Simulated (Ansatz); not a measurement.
The calculation's input:

```
crystal:
  lattice:
    - [5.059127165, 0.0, 0.0]
    - [0.0, 5.059127165, 0.0]
    - [0.0, 0.0, 5.059127165]
  atoms:
    - { symbol: Ga, position: [0.5, 0.5, 0.5] }
    - { symbol: B, position: [0.5, 0.0, 0.0] }
    - { symbol: B, position: [0.0, 0.0, 0.5] }
    - { symbol: B, position: [0.0, 0.5, 0.0] }
    - { symbol: As, position: [0.7664506371, 0.2335493629, 0.7664506371] }
    - { symbol: As, position: [0.7664506371, 0.7664506371, 0.2335493629] }
    - { symbol: As, position: [0.2335493629, 0.2335493629, 0.2335493629] }
    - { symbol: As, position: [0.2335493629, 0.7664506371, 0.7664506371] }
basis:
  ecutwfc: 420
kpoints:
  mp_grid: { grid: [8, 8, 8] }
hamiltonian:
  xc: pbe
scf:
  occupations: { method: gaussian, width: 0.02 }
output:
  forces: true
  stress: true
  eigenvalues: true
  write_density: true
  write_potential: true
  elf: true
  volumetric_format: npy
relax:
  adjacent_minimum: "off"
  f_tol: 0.01
  max_steps: 80
  cell: { stress_tol: 0.05 }
```

Command:

```sh
ansatz run input.yaml --threads 1 --pin off --max-ram 2560MiB --backend cpu --events-out ev --progress --plain --runs-dir out
```

Below, planes, directions and counts refer to the conventional cell (a = 5.06 Å, b = 5.06 Å, c = 5.06 Å, α = 90.00°, β = 90.00°, γ = 90.00°).

The fields are those of the relaxed geometry.

Space group P-43m; a structure generated by program, which may or may not match a known phase.

Method: DFT PBE, scalar-relativistic, plane waves, PAW (Ansatz 0.2.0).

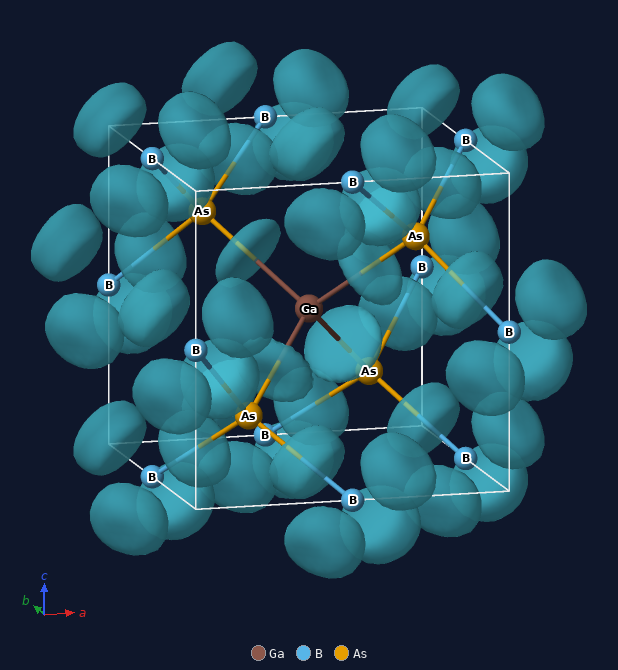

GaB$_{3}$As$_{4}$. Isosurface of the electron localisation function at 0.7 (cyan), seen slightly off an axis. Only the valence region is drawn (cores and ρ < 0.01 e/Å³ removed). Sticks mark near contacts.

Core electrons are frozen (PAW), and the valence fields are smoothed inside the atomic spheres.

Identify the bonds, lone pairs and shells in this picture.

Answer. At this value the surface marks out twelve regions between bonded As–B atoms (shared pairs) and four regions between bonded As–Ga atoms (shared pairs), counted in one cell of 8 atoms. Any copies at cell faces, edges or corners count once. Profiles from the grid: B–As (2.15 Å): the ELF peaks at about 0.90 between the atoms (a shared electron pair). Ga–As (2.33 Å): the ELF peaks at about 0.80 between the atoms; a covalent bond.
